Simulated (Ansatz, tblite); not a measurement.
# [Cu(NH3)3]+ (CuN₃H₉+): removing and adding an electron

Aim: the energy of removing and adding an electron for [Cu(NH3)3]+ (CuN₃H₉+), by energy differences, and how well orbital energies stand in for it.

Method: as each input shows; program: Ansatz 0.2.0, Gaussian basis.

Plan: charge +2 doublet, at the geometry of the singlet (PBE0-D4/def2-TZVP, PBE-D4/def2-TZVP, r2SCAN-D4/def2-TZVP); charge 0 doublet, at the geometry of the singlet (PBE0-D4/def2-TZVP, PBE-D4/def2-TZVP, r2SCAN-D4/def2-TZVP); the starting singlet's energies come from earlier runs.

## (1) The relaxed structure

The geometry is that of the singlet, from an earlier relaxation (PBE-D4/def2-SVP).

13 atoms, charge 1, spin multiplicity 1.

Atoms are counted from 1 here; the program's logs count them from 0.

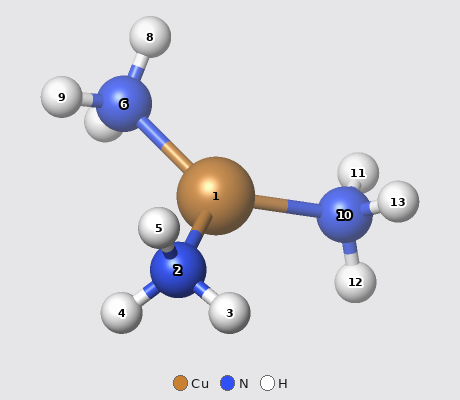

The geometry (copper orange, nitrogen blue, hydrogen white); atoms are numbered from 1 in the order of the file.

Formally the metal is d10. No spin-orbit coupling is included. The ion is computed in the gas phase, without counter-ions or solvent.

## (2) Charge +2 doublet at the fixed geometry, first pass, PBE0-D4/def2-SVP

in.yaml

```yaml
crystal:
  periodic: [false, false, false]
  atoms:
    - {symbol: Cu, position_ang: [-0.004436, -0.002600, -0.002865]}
    - {symbol: N, position_ang: [2.036943, -0.008124, -0.013055]}
    - {symbol: H, position_ang: [2.465365, -0.945138, -0.049646]}
    - {symbol: H, position_ang: [2.443105, 0.441592, 0.821943]}
    - {symbol: H, position_ang: [2.437735, 0.503116, -0.814473]}
    - {symbol: N, position_ang: [-1.008531, 1.773599, -0.002717]}
    - {symbol: H, position_ang: [-1.585944, 1.907019, 0.841812]}
    - {symbol: H, position_ang: [-1.664920, 1.865633, -0.793245]}
    - {symbol: H, position_ang: [-0.407174, 2.609531, -0.052844]}
    - {symbol: N, position_ang: [-1.028854, -1.765784, 0.013236]}
    - {symbol: H, position_ang: [-2.054968, -1.668316, -0.009173]}
    - {symbol: H, position_ang: [-0.830367, -2.337249, 0.848971]}
    - {symbol: H, position_ang: [-0.797943, -2.373299, -0.787953]}
basis:
  gaussian: {orbitals: def2-SVP}
total_charge: 2
magnetization: {spin_polarized: true, initial_magnetization: 1}
hamiltonian: {xc: pbe0, dispersion: d4}
output: {orbitals: {seedname: orbitals}}
```

Run with:

```bash
> ansatz run in.yaml --threads 4 --pin off --events-out ev --progress --plain --max-ram 3916MiB
```

Standard output:

```text
Functional definition: PBE0
  name "PBE0"
  cite "Adamo & Barone, J. Chem. Phys. 110, 6158 (1999) doi:10.1063/1.478522"
  cite "Perdew, Burke & Ernzerhof, Phys. Rev. Lett. 77, 3865 (1996) doi:10.1103/PhysRevLett.77.3865"
  parent pbe
  parameter a = 0.25
  parameter kappa = 0.804
  parameter beta = 0.06672455060314922
  exchange = (1 - a)*pbe_x(kappa = kappa, mu = beta*pi^2/3) + a*exact_x
  correlation = pbe_c(beta = beta)
1246 factors; integrals over basis functions are off by at most 1.2e-3 eV
mean field evaluation 1: about -49184.7643 eV, gradient 9.7e1 eV
mean field evaluation 2: about -48180.7866 eV, gradient 2.7e2 eV
mean field evaluation 4: about -49207.1988 eV, gradient 5.5e1 eV
mean field evaluation 8: about -49220.1092 eV, gradient 5.3e0 eV
mean field evaluation 16: about -49220.5204 eV, gradient 1.5e-2 eV
mean field evaluation 32: about -49220.5210 eV, gradient 4.4e-3 eV
mean field evaluation 64: about -49220.5200 eV, gradient 2.4e-2 eV
mean field -49220.52101875 eV, -1808.8207845718 hartree, gradient 3.4e-6 eV, S^2 0.752074; 6 other end points of the search recorded, 0 dependent functions left out
reference -49220.52107129 eV, -1808.8207865024 hartree; 29, 28 occupied and 89, 90 virtual orbitals, 1246 factors
Total energy: -49220.65729636 eV, -1808.8257926814 hartree
```

It took 13 s on 4 threads of Arm Neoverse V1, shared host.

HOMO -19.33 eV, LUMO -15.32 eV (over both spins); ⟨S²⟩ 0.752 (pure: 0.75).

## (3) Charge +2 doublet at the fixed geometry, PBE0-D4/def2-TZVP

start.molden holds the orbitals of an earlier run on this state, given as this run's starting guess.

Edit in.yaml of step 2 so:

```diff
@@ -17,3 +17,3 @@
 basis:
-  gaussian: {orbitals: def2-SVP}
+  gaussian: {orbitals: def2-TZVP, initial_orbitals: start.molden}
 total_charge: 2
@@ -21,2 +21,3 @@
 hamiltonian: {xc: pbe0, dispersion: d4}
+scf: {omitted_lower_state_checks: [starts]}
 output: {orbitals: {seedname: orbitals}}
```

Same command.

Standard output:

```text
Functional definition: PBE0
  name "PBE0"
  cite "Adamo & Barone, J. Chem. Phys. 110, 6158 (1999) doi:10.1063/1.478522"
  cite "Perdew, Burke & Ernzerhof, Phys. Rev. Lett. 77, 3865 (1996) doi:10.1103/PhysRevLett.77.3865"
  parent pbe
  parameter a = 0.25
  parameter kappa = 0.804
  parameter beta = 0.06672455060314922
  exchange = (1 - a)*pbe_x(kappa = kappa, mu = beta*pi^2/3) + a*exact_x
  correlation = pbe_c(beta = beta)
these checks for a lower state are left out or cut short: starts
1403 factors; their error is unknown
mean field evaluation 1: about -49229.4117 eV, gradient 9.5e1 eV
mean field evaluation 2: about -49232.1339 eV, gradient 3.3e0 eV
mean field evaluation 4: about -49232.2205 eV, gradient 3.0e-1 eV
mean field evaluation 8: about -49232.2208 eV, gradient 2.4e-3 eV
mean field -49232.22075689 eV, -1809.2507420178 hartree, gradient 7.0e-6 eV, S^2 0.752365; 0 other end points of the search recorded, 0 dependent functions left out
reference -49232.22078666 eV, -1809.2507431118 hartree; 29, 28 occupied and 163, 164 virtual orbitals, 1403 factors
Total energy: -49232.35701173 eV, -1809.2557492909 hartree
Checks for a lower state left out: starts
```

It took 14 s on 4 threads of Arm Neoverse V1, shared host; peak memory 0.92 GiB.

HOMO -19.25 eV, LUMO -15.00 eV (over both spins); ⟨S²⟩ 0.752 (pure: 0.75).

## (4) Charge +2 doublet at the fixed geometry, PBE-D4/def2-TZVP

Edit in.yaml of step 3 so:

```diff
@@ -20,3 +20,3 @@
 magnetization: {spin_polarized: true, initial_magnetization: 1}
-hamiltonian: {xc: pbe0, dispersion: d4}
+hamiltonian: {xc: pbe, dispersion: d4}
 scf: {omitted_lower_state_checks: [starts]}
```

The command is unchanged.

Standard output:

```text
Functional definition: PBE
  name "PBE"
  cite "Perdew, Burke & Ernzerhof, Phys. Rev. Lett. 77, 3865 (1996) doi:10.1103/PhysRevLett.77.3865"
  parent pbe
  parameter kappa = 0.804
  parameter beta = 0.06672455060314922
  exchange = pbe_x(kappa = kappa, mu = beta*pi^2/3)
  correlation = pbe_c(beta = beta)
these checks for a lower state are left out or cut short: starts
1314 factors; their error is unknown
mean field evaluation 1: about -49231.4810 eV, gradient 7.8e0 eV
mean field evaluation 2: about -49231.7803 eV, gradient 8.1e-1 eV
mean field evaluation 4: about -49231.7261 eV, gradient 3.5e-1 eV
mean field evaluation 8: about -49231.7271 eV, gradient 2.5e-4 eV
mean field -49231.72714325 eV, -1809.2326020514 hartree, gradient 8.1e-6 eV, S^2 0.751166; 0 other end points of the search recorded, 0 dependent functions left out
reference -49231.72718269 eV, -1809.2326035006 hartree; 29, 28 occupied and 163, 164 virtual orbitals, 1314 factors
Total energy: -49231.88690927 eV, -1809.2384733444 hartree
Checks for a lower state left out: starts
```

Run time: 7.5 s. Hardware: 4 threads of Arm Neoverse V1, shared host.

HOMO -17.07 eV, LUMO -16.74 eV (over both spins); ⟨S²⟩ 0.751 (pure: 0.75).

## (5) Charge +2 doublet at the fixed geometry, r2SCAN-D4/def2-TZVP

Edit in.yaml of step 4 so:

```diff
@@ -20,3 +20,3 @@
 magnetization: {spin_polarized: true, initial_magnetization: 1}
-hamiltonian: {xc: pbe, dispersion: d4}
+hamiltonian: {xc: r2scan, dispersion: d4}
 scf: {omitted_lower_state_checks: [starts]}
```

Launched as before.

Standard output, cut to the lines that bear on the results:

```text
Functional definition: r2SCAN
  name "r2SCAN"
  cite "Furness, Kaplan, Ning, Perdew & Sun, J. Phys. Chem. Lett. 11, 8208 (2020) doi:10.1021/acs.jpclett.0c02405"
  cite "Furness, Kaplan, Ning, Perdew & Sun, J. Phys. Chem. Lett. 11, 9248 (2020) doi:10.1021/acs.jpclett.0c03077"
  parent r2scan
[...]
1314 factors; their error is unknown
[...]
mean field -49241.27495139 eV, -1809.5834775285 hartree, gradient 8.9e-6 eV, S^2 0.752412; 0 other end points of the search recorded, 0 dependent functions left out
reference -49241.27496404 eV, -1809.5834779936 hartree; 29, 28 occupied and 163, 164 virtual orbitals, 1314 factors
Total energy: -49241.31702442 eV, -1809.5850236839 hartree
Checks for a lower state left out: starts
```

It took 16 s on 4 threads of Arm Neoverse V1, shared host; peak memory 0.58 GiB.

Report: HOMO -17.60 eV, LUMO -16.50 eV (over both spins); ⟨S²⟩ 0.752 (pure: 0.75).

## (6) Vertical ionisation energy

Charged state less starting state, singlet to doublet; the starting state's energies are those of its earlier runs.

| level | vertical ionisation energy (eV) | time |
| --- | --- | --- |
| PBE-D4/def2-TZVP | +12.69 | 9.2 s |
| r2SCAN-D4/def2-TZVP | +12.50 | 19 s |
| PBE0-D4/def2-TZVP | +12.50 | 17 s |

Times add the two runs; a level without a time comes out of a correlated run.

Beside −ε(HOMO) of the starting state:

| level | −ε(HOMO) (eV) | by difference (eV) | mismatch (eV) |
| --- | --- | --- | --- |
| PBE-D4/def2-TZVP | 8.37 | 12.69 | -4.31 |
| r2SCAN-D4/def2-TZVP | 8.38 | 12.50 | -4.12 |
| PBE0-D4/def2-TZVP | 10.18 | 12.50 | -2.32 |

## (7) Charge 0 doublet at the fixed geometry, first pass, PBE0-D4/def2-SVP

Edit in.yaml of step 5 so:

```diff
@@ -17,7 +17,5 @@
 basis:
-  gaussian: {orbitals: def2-TZVP, initial_orbitals: start.molden}
-total_charge: 2
+  gaussian: {orbitals: def2-SVP}
 magnetization: {spin_polarized: true, initial_magnetization: 1}
-hamiltonian: {xc: r2scan, dispersion: d4}
-scf: {omitted_lower_state_checks: [starts]}
+hamiltonian: {xc: pbe0, dispersion: d4}
 output: {orbitals: {seedname: orbitals}}
```

Launched as before.

Standard output:

```text
Functional definition: PBE0
  name "PBE0"
  cite "Adamo & Barone, J. Chem. Phys. 110, 6158 (1999) doi:10.1063/1.478522"
  cite "Perdew, Burke & Ernzerhof, Phys. Rev. Lett. 77, 3865 (1996) doi:10.1103/PhysRevLett.77.3865"
  parent pbe
  parameter a = 0.25
  parameter kappa = 0.804
  parameter beta = 0.06672455060314922
  exchange = (1 - a)*pbe_x(kappa = kappa, mu = beta*pi^2/3) + a*exact_x
  correlation = pbe_c(beta = beta)
1246 factors; integrals over basis functions are off by at most 1.2e-3 eV
mean field evaluation 1: about -49219.9699 eV, gradient 6.2e1 eV
mean field evaluation 2: about -48436.4519 eV, gradient 4.0e2 eV
mean field evaluation 4: about -49233.0726 eV, gradient 3.0e1 eV
mean field evaluation 8: about -49235.6511 eV, gradient 9.5e-1 eV
mean field evaluation 16: about -49235.6565 eV, gradient 3.3e-4 eV
mean field -49235.65652479 eV, -1809.3770041595 hartree, gradient 7.4e-5 eV, S^2 0.750507; 0 other end points of the search recorded, 0 dependent functions left out
reference -49235.65658693 eV, -1809.3770064429 hartree; 30, 29 occupied and 88, 89 virtual orbitals, 1246 factors
Total energy: -49235.82548726 eV, -1809.3832134158 hartree
```

Wall time 3 s (4 threads of Arm Neoverse V1, shared host).

From the report: HOMO -1.49 eV, LUMO -0.18 eV (over both spins); ⟨S²⟩ 0.751 (pure: 0.75).

## (8) Charge 0 doublet at the fixed geometry, PBE0-D4/def2-TZVP

Edit in.yaml of step 7 so:

```diff
@@ -17,5 +17,6 @@
 basis:
-  gaussian: {orbitals: def2-SVP}
+  gaussian: {orbitals: def2-TZVP, initial_orbitals: start.molden}
 magnetization: {spin_polarized: true, initial_magnetization: 1}
 hamiltonian: {xc: pbe0, dispersion: d4}
+scf: {omitted_lower_state_checks: [starts]}
 output: {orbitals: {seedname: orbitals}}
```

Launched as before.

Standard output:

```text
Functional definition: PBE0
  name "PBE0"
  cite "Adamo & Barone, J. Chem. Phys. 110, 6158 (1999) doi:10.1063/1.478522"
  cite "Perdew, Burke & Ernzerhof, Phys. Rev. Lett. 77, 3865 (1996) doi:10.1103/PhysRevLett.77.3865"
  parent pbe
  parameter a = 0.25
  parameter kappa = 0.804
  parameter beta = 0.06672455060314922
  exchange = (1 - a)*pbe_x(kappa = kappa, mu = beta*pi^2/3) + a*exact_x
  correlation = pbe_c(beta = beta)
these checks for a lower state are left out or cut short: starts
1403 factors; their error is unknown
mean field evaluation 1: about -49244.3535 eV, gradient 9.6e1 eV
mean field evaluation 2: about -49247.3849 eV, gradient 4.2e0 eV
mean field evaluation 4: about -49247.5990 eV, gradient 3.9e-3 eV
mean field evaluation 8: about -49247.6289 eV, gradient 1.8e-5 eV
mean field -49247.62890383 eV, -1809.8169809738 hartree, gradient 1.8e-5 eV, S^2 0.750593; 0 other end points of the search recorded, 0 dependent functions left out
reference -49247.62896111 eV, -1809.8169830790 hartree; 30, 29 occupied and 162, 163 virtual orbitals, 1403 factors
Total energy: -49247.79786145 eV, -1809.8231900519 hartree
Checks for a lower state left out: starts
```

Wall time 6 s (4 threads of Arm Neoverse V1, shared host); peak memory 0.64 GiB.

HOMO -1.59 eV, LUMO -0.24 eV (over both spins); ⟨S²⟩ 0.751 (pure: 0.75).

## (9) Charge 0 doublet at the fixed geometry, PBE-D4/def2-TZVP

Edit in.yaml of step 8 so:

```diff
@@ -19,3 +19,3 @@
 magnetization: {spin_polarized: true, initial_magnetization: 1}
-hamiltonian: {xc: pbe0, dispersion: d4}
+hamiltonian: {xc: pbe, dispersion: d4}
 scf: {omitted_lower_state_checks: [starts]}
```

Launched as before.

Standard output:

```text
Functional definition: PBE
  name "PBE"
  cite "Perdew, Burke & Ernzerhof, Phys. Rev. Lett. 77, 3865 (1996) doi:10.1103/PhysRevLett.77.3865"
  parent pbe
  parameter kappa = 0.804
  parameter beta = 0.06672455060314922
  exchange = pbe_x(kappa = kappa, mu = beta*pi^2/3)
  correlation = pbe_c(beta = beta)
these checks for a lower state are left out or cut short: starts
1314 factors; their error is unknown
mean field evaluation 1: about -49247.4599 eV, gradient 7.7e0 eV
mean field evaluation 2: about -49247.6331 eV, gradient 3.2e-1 eV
mean field evaluation 4: about -49247.5779 eV, gradient 2.5e-3 eV
mean field -49247.57787998 eV, -1809.8151058820 hartree, gradient 4.9e-5 eV, S^2 0.750407; 0 other end points of the search recorded, 0 dependent functions left out
reference -49247.57795547 eV, -1809.8151086564 hartree; 30, 29 occupied and 162, 163 virtual orbitals, 1314 factors
Total energy: -49247.77600232 eV, -1809.8223867438 hartree
Checks for a lower state left out: starts
```

Wall time 3.1 s (4 threads of Arm Neoverse V1, shared host).

HOMO -1.29 eV, LUMO -1.00 eV (over both spins); ⟨S²⟩ 0.750 (pure: 0.75).

## (10) Charge 0 doublet at the fixed geometry, r2SCAN-D4/def2-TZVP

Edit in.yaml of step 9 so:

```diff
@@ -19,3 +19,3 @@
 magnetization: {spin_polarized: true, initial_magnetization: 1}
-hamiltonian: {xc: pbe, dispersion: d4}
+hamiltonian: {xc: r2scan, dispersion: d4}
 scf: {omitted_lower_state_checks: [starts]}
```

Launched as before.

Standard output:

```text
Functional definition: r2SCAN
  name "r2SCAN"
  cite "Furness, Kaplan, Ning, Perdew & Sun, J. Phys. Chem. Lett. 11, 8208 (2020) doi:10.1021/acs.jpclett.0c02405"
  cite "Furness, Kaplan, Ning, Perdew & Sun, J. Phys. Chem. Lett. 11, 9248 (2020) doi:10.1021/acs.jpclett.0c03077"
  parent r2scan
  parameter k0 = 0.174
  parameter k1 = 0.065
  parameter a1 = 4.9479
  exchange = r2scan_x(k0 = k0, k1 = k1, a1 = a1)
  correlation = r2scan_c
these checks for a lower state are left out or cut short: starts
1314 factors; their error is unknown
mean field evaluation 1: about -49256.7244 eV, gradient 4.3e0 eV
mean field evaluation 2: about -49256.7842 eV, gradient 1.3e-1 eV
mean field evaluation 4: about -49256.7330 eV, gradient 5.0e-4 eV
mean field -49256.73295956 eV, -1810.1515488512 hartree, gradient 2.0e-5 eV, S^2 0.751385; 0 other end points of the search recorded, 0 dependent functions left out
reference -49256.73298922 eV, -1810.1515499412 hartree; 30, 29 occupied and 162, 163 virtual orbitals, 1314 factors
Total energy: -49256.78617404 eV, -1810.1535044473 hartree
Checks for a lower state left out: starts
```

Wall time 7 s (4 threads of Arm Neoverse V1, shared host).

HOMO -1.28 eV, LUMO -0.47 eV (over both spins); ⟨S²⟩ 0.751 (pure: 0.75).

## (11) Vertical electron affinity

Starting state less charged state (positive: the electron is bound), singlet to doublet; the starting state's energies are those of its earlier runs.

| level | vertical electron affinity (eV) | time |
| --- | --- | --- |
| PBE-D4/def2-TZVP | +3.20 | 4.8 s |
| r2SCAN-D4/def2-TZVP | +2.97 | 10 s |
| PBE0-D4/def2-TZVP | +2.94 | 9.6 s |

Times add the two runs; a level without a time comes out of a correlated run.

Beside −ε(LUMO) of the starting state:

| level | −ε(LUMO) (eV) | by difference (eV) | mismatch (eV) |
| --- | --- | --- | --- |
| PBE-D4/def2-TZVP | 5.11 | 3.20 | +1.91 |
| r2SCAN-D4/def2-TZVP | 4.56 | 2.97 | +1.59 |
| PBE0-D4/def2-TZVP | 4.27 | 2.94 | +1.33 |

## (12) Outcome

| quantity | value |
| --- | --- |
| vertical ionisation energy, functionals in def2-TZVP | 12.50 (r2SCAN-D4) to 12.69 eV (PBE-D4) |
| vertical electron affinity, functionals in def2-TZVP | 2.94 (PBE0-D4) to 3.20 eV (PBE-D4) |

In words: The vertical ionisation energy spans 12.50 to 12.69 eV over the functionals. −ε(HOMO) misses the level's own difference by -2.32 eV at best (PBE0-D4) and -4.31 eV at worst (PBE-D4). The vertical electron affinity spans 2.94 to 3.20 eV over the functionals. −ε(LUMO) misses the level's own difference by +1.33 eV at best (PBE0-D4) and +1.91 eV at worst (PBE-D4). The charged states' spins were chosen beforehand and needn't be their lowest.
